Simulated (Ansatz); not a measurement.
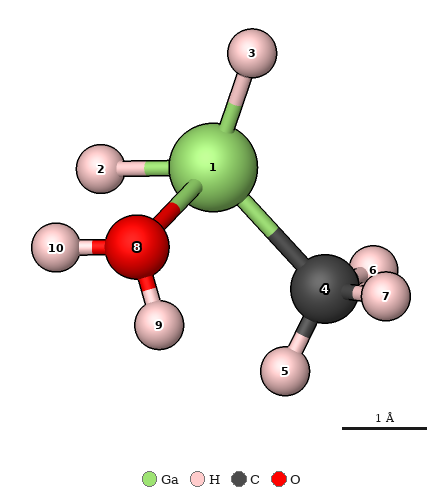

**Figure 1.** The structure as given in the input (ball-and-stick view, seen at a tilt; atoms are numbered from 1 in the order of the input). Sticks mark near contacts.

**CH$_{7}$GaO: nudged elastic band**

CH$_{7}$GaO, set up with RKS B3LYP-D4/def2-SVP (Ansatz 0.2.0).

One setting was made poor on purpose. It belongs to a series of runs on one base structure; here: an input spoilt on purpose.

### The input
```yaml
crystal:
  periodic: [false, false, false]
  atoms:
    - { symbol: Ga, position_ang: [-0.041402, 0.16512, 0.166567] }
    - { symbol: H, position_ang: [-0.209359, 0.517203, 1.707638] }
    - { symbol: H, position_ang: [1.343385, 0.463316, -0.529886] }
    - { symbol: C, position_ang: [-1.693474, 0.001585, -0.943025] }
    - { symbol: H, position_ang: [-2.514883, -0.500575, -0.40355] }
    - { symbol: H, position_ang: [-2.058988, 1.007299, -1.212265] }
    - { symbol: H, position_ang: [-1.509774, -0.537307, -1.887316] }
    - { symbol: O, position_ang: [0.192835, -2.012695, 0.507996] }
    - { symbol: H, position_ang: [-0.636613, -2.460049, 0.281828] }
    - { symbol: H, position_ang: [0.338972, -2.191697, 1.448913] }
basis:
  gaussian: { orbitals: def2-SVP }
hamiltonian:
  xc: b3lyp
  dispersion: d4
neb:
  order_check: false
  images: 2
  f_tol: 0.03
  max_iterations: 8
  climbing: false
  final_atoms:
    - { symbol: Ga, position_ang: [-0.24482313, -0.0704173, -0.66990427] }
    - { symbol: H, position_ang: [1.23398005, -1.87167906, 3.47688463] }
    - { symbol: H, position_ang: [1.08341597, 0.71740362, -0.91575732] }
    - { symbol: C, position_ang: [-1.95990269, 0.04947266, -1.64252723] }
    - { symbol: H, position_ang: [-2.69672893, -0.681422, -1.27647125] }
    - { symbol: H, position_ang: [-2.38340498, 1.06145975, -1.52794945] }
    - { symbol: H, position_ang: [-1.79914231, -0.11941664, -2.72009232] }
    - { symbol: O, position_ang: [-0.10109888, -1.21548593, 0.71775746] }
    - { symbol: H, position_ang: [-0.89238852, -1.735655, 0.90978864] }
    - { symbol: H, position_ang: [0.97079242, -1.68206011, 2.78517111] }
  initial_path:
    images:
      - { positions_ang: [[-0.041402, 0.16512, 0.166567], [-0.209359, 0.517203, 1.707638], [1.343385, 0.463316, -0.529886], [-1.693474, 0.001585, -0.943025], [-2.514883, -0.500575, -0.40355], [-2.058988, 1.007299, -1.212265], [-1.509774, -0.537307, -1.887316], [0.192835, -2.012695, 0.507996], [-0.636613, -2.460049, 0.281828], [0.338972, -2.191697, 1.448913]] }
      - { positions_ang: [[-0.00941901, 0.04979096, 0.05437684], [-0.06538318, 0.17114741, 1.84806094], [1.35850334, 0.13674119, -0.70108641], [-1.70317272, 0.00685864, -0.97550732], [-2.3577482, -0.77588193, -0.64095438], [-2.22071443, 0.93395952, -0.86349383], [-1.50709041, -0.14278122, -2.01723708], [0.11116812, -1.99637077, 0.6116423], [-0.53427902, -2.53212743, 0.1267307], [0.13883451, -1.39913638, 1.69436824]] }
      - { positions_ang: [[-0.07722605, -0.02872147, -0.22444692], [0.41572984, -0.62514661, 2.43780981], [1.271847, 0.22143706, -0.82971018], [-1.79198228, 0.0228212, -1.20867473], [-2.41836351, -0.83616426, -0.93192813], [-2.32885342, 0.95201311, -0.96872198], [-1.60354652, -0.00348444, -2.29482918], [0.01319016, -1.73063441, 0.68156278], [-0.61953753, -2.29066276, 0.33605092], [0.34944131, -1.22925741, 2.13978762]] }
      - { positions_ang: [[-0.24482313, -0.0704173, -0.66990427], [1.23398005, -1.87167906, 3.47688463], [1.08341597, 0.71740362, -0.91575732], [-1.95990269, 0.04947266, -1.64252723], [-2.69672893, -0.681422, -1.27647125], [-2.38340498, 1.06145975, -1.52794945], [-1.79914231, -0.11941664, -2.72009232], [-0.10109888, -1.21548593, 0.71775746], [-0.89238852, -1.735655, 0.90978864], [0.97079242, -1.68206011, 2.78517111]] }
  n_images: 5
```

Machine: 2 threads of Arm Neoverse V1, 24 GiB of memory available, shared host.

Launched with:
```bash
ansatz run input.yaml --threads 2 --pin off --max-ram 3072MiB --backend cpu --events-out ev --progress --plain --runs-dir out
```

### Output
```
Error: YAML parse error: error: line 42 column 3: unknown field `n_images`, expected one of images, spring, climbing, order_check, relax_end_points, f_tol, exx_force_gate, max_iterations, max_displacement, density_extrapolation, optimiser, initial_path, freeze_fraction, magnetization_jump, magnetization_bend, levels_near_fermi, parallel_images, constraints, final_atoms
  --> <input>:42:3
   |
40 |       - { positions_ang: [[-0.07722605, -0.02872147, -0.22444692], …
41 |       - { positions_ang: [[-0.24482313, -0.0704173, -0.66990427], […
42 |   n_images: 5
   |   ^ unknown field `n_images`, expected one of images, spring, climbing, order_check, relax_end_points, f_tol, exx_force_gate, max_iterations, max_displacement, density_extrapolation, optimiser, initial_path, freeze_fraction, magnetization_jump, magnetization_bend, levels_near_fermi, parallel_images, constraints, final_atoms
```

### What the run reported

- outcome: refused by the program

### Diagnosis

The program refused the input: “YAML parse error: error: line 42 column 3: unknown field `n_images`, expected one of images, spring, climbing, order_check, relax_end_points, f_tol, exx_force_gate, max_iterations, max_displacement, density_extrapolation, optimiser, initial_path, freeze_fraction, magnetization_jump, magnetization_bend, …” A deliberately poor setting: bad input.
